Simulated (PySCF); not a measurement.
**One shape, several levels: H3O+ (oxonium)**

Wanted: a comparison of 6 runs (BHLYP/aug-cc-pVTZ, BLYP/aug-cc-pVTZ, TPSS/aug-cc-pVTZ, r2SCAN/aug-cc-pVTZ, revPBE/aug-cc-pVTZ, CCSD(T)/aug-cc-pVTZ) of H3O+ (oxonium). Input form: a Python script.

The calculation is run with PySCF 2.14.0.

2 further runs of the same task are left out: 2 set aside as unsound or not needed.

### 1 Starting point

H3O+ has 4 atoms, charge +1, and is taken as a singlet. SMILES: `[OH3+]`. One bond was lengthened or shortened from a relaxed shape.

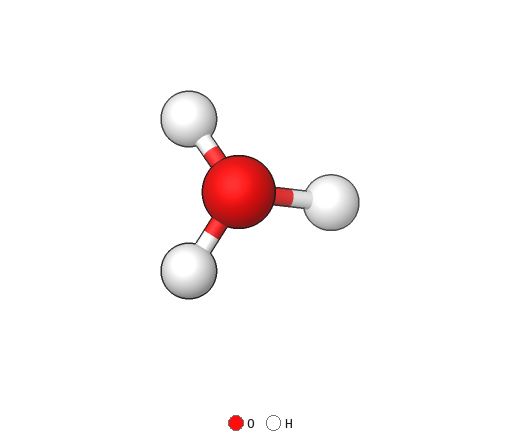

Viewed from a chosen angle; oxygen red, hydrogen white.

### 2 A single-point energy at BHLYP/aug-cc-pVTZ (run 1)

File geometry.xyz:

```xyz
4

O      0.287479    -0.015175     0.049429
H      0.305659     0.965285     0.122799
H     -0.413410    -0.366620    -0.765680
H      0.094559    -0.445955     0.912449
```

File run.py:

```python
from pyscf import gto, dft

mol = gto.Mole()
mol.atom = 'geometry.xyz'
mol.verbose = 3
mol.charge = 1
mol.max_memory = 1860
mol.basis = 'aug-cc-pvtz'
mol.build()

ks = dft.RKS(mol)
ks.xc = 'bhandhlyp'
ks.conv_tol = 1e-10
ks.grids.level = 5
ks.kernel()
if not ks.converged:
    ks = ks.newton().run(ks.mo_coeff, ks.mo_occ)

etot = ks.e_tot
print('E(%s) = %.9f' % ('BHLYP', etot))
```

The run is started by

```bash
$ OMP_NUM_THREADS=1 python run.py
```

Output:

```text
converged SCF energy = -76.6802496663434
E(BHLYP) = -76.680249666
```

It took 7.2 s on 1 thread of Arm Neoverse V2, shared host; peak memory 0.58 GiB.

### 3 The energy at BLYP/aug-cc-pVTZ (run 2)

File calc.py:

```python
from pyscf import gto, dft

mol = gto.M(
    atom='''
O      0.543257    -0.028677     0.093407
H      0.577612     1.824124     0.232056
H     -0.781232    -0.692811    -1.446925
H      0.178691    -0.842733     1.724279
''',
    verbose=3,
    spin=0,
    max_memory=1860,
    basis='aug-cc-pvtz',
    unit='bohr',
    charge=1,
)

calc0 = dft.RKS(mol, xc='blyp')
calc0.grids.level = 5
calc0.conv_tol = 1e-10
calc0.kernel()
if not calc0.converged:
    calc0 = calc0.newton().run(calc0.mo_coeff, calc0.mo_occ)

e_tot = calc0.e_tot
print('Final energy', e_tot)
```

The run is started by

```bash
$ OMP_NUM_THREADS=1 python calc.py
```

Output:

```text
converged SCF energy = -76.7072363981534
Final energy -76.70723639815341
```

Wall time 6.9 s (1 thread of Arm Neoverse V2, shared host); peak memory 0.58 GiB.

Runs 3 to 4 aren't shown in full; the table further down has their settings and results.

### 4 A single-point energy at revPBE/aug-cc-pVTZ (run 5)

File mol.xyz:

```xyz
4

O      0.287479    -0.015175     0.049429
H      0.305659     0.965285     0.122799
H     -0.413410    -0.366620    -0.765680
H      0.094559    -0.445955     0.912449
```

File run.py:

```python
from pyscf import gto, dft

mol = gto.M(
    atom='mol.xyz',
    max_memory=1860,
    charge=1,
    basis='aug-cc-pvtz',
    verbose=3,
)

mf = dft.RKS(mol)
mf.xc = 'revpbe'
mf.grids.level = 5
mf.conv_tol = 1e-10
mf.kernel()
if not mf.converged:
    mf = mf.newton().run(mf.mo_coeff, mf.mo_occ)

e_tot = mf.e_tot
print('Final energy', e_tot)
```

The run is started by

```bash
$ OMP_NUM_THREADS=1 python run.py
```

Output:

```text
converged SCF energy = -76.702152171549
Final energy -76.70215217154903
```

It took 6.9 s on 1 thread of Arm Neoverse V2, shared host; peak memory 0.58 GiB.

### 5 The energy at CCSD(T)/aug-cc-pVTZ (run 6)

File input.xyz:

```xyz
4
H3O
O      0.287479    -0.015175     0.049429
H      0.305659     0.965285     0.122799
H     -0.413410    -0.366620    -0.765680
H      0.094559    -0.445955     0.912449
```

File input.py:

```python
from pyscf import gto, scf, cc

system = gto.Mole()
system.atom = 'input.xyz'
system.charge = 1
system.max_memory = 1860
system.verbose = 3
system.basis = 'aug-cc-pvtz'
system.spin = 0
system.build()

calc0 = scf.RHF(system)
calc0.conv_tol = 1e-10
calc0.kernel()
if not calc0.converged:
    calc0 = calc0.newton().run(calc0.mo_coeff, calc0.mo_occ)

mycc = cc.CCSD(calc0, frozen=1)
mycc.kernel()
e_t = mycc.ccsd_t()
e_final = mycc.e_tot + e_t
print('Final energy', e_final)
```

The run is started by

```bash
$ OMP_NUM_THREADS=1 python input.py
```

Output:

```text
converged SCF energy = -76.320208736126
E(CCSD) = -76.59329414497556  E_corr = -0.2730854088495132
CCSD(T) correction = -0.00793592172440741
Final energy -76.60123006669997
```

Wall time 29 s (1 thread of Arm Neoverse V2, shared host); peak memory 1.6 GiB.

### 6 All runs side by side

```tsv
run	level	integration grid	frozen core orbitals	energy (Eh)	HOMO energy (eV)	LUMO energy (eV)	HOMO–LUMO gap (eV)	wall time
1	BHLYP/aug-cc-pVTZ	5	–	-76.680250	-22.25	-7.12	15.13	7.2 s
2	BLYP/aug-cc-pVTZ	5	–	-76.707236	-18.24	-9.11	9.14	6.9 s
3	TPSS/aug-cc-pVTZ	5	–	-76.729462	-18.42	-8.69	9.72	17 s
4	r2SCAN/aug-cc-pVTZ	5	–	-76.683348	-18.74	-8.15	10.59	17 s
5	revPBE/aug-cc-pVTZ	5	–	-76.702152	-18.28	-8.98	9.30	6.9 s
6	CCSD(T)/aug-cc-pVTZ	–	1	-76.601230	-25.42	-4.95	20.47	29 s
```

### 7 Outcome

| quantity | value |
| --- | --- |
| run 6: total energy | -76.60123 Eh |
| run 6: HOMO energy (Hartree–Fock orbitals) | -25.42 eV |
| run 6: LUMO energy (Hartree–Fock orbitals) | -4.95 eV |
| run 6: HOMO–LUMO gap (Hartree–Fock orbitals) | 20.47 eV |
| run 6: correlation energy (1 core orbital frozen) | -281.0 mEh |
| run 6: (T) correction | -7.94 mEh |
| run 6: T1 diagnostic | 0.007 |

**Reading.** Over runs 1, 2, 3, 4, 5 the HOMO–LUMO gap runs from 9.14 eV (BLYP/aug-cc-pVTZ) to 15.13 eV (BHLYP/aug-cc-pVTZ). Totals of different functionals can't be ranked against each other. All runs together took 84 s, the longest 29 s.
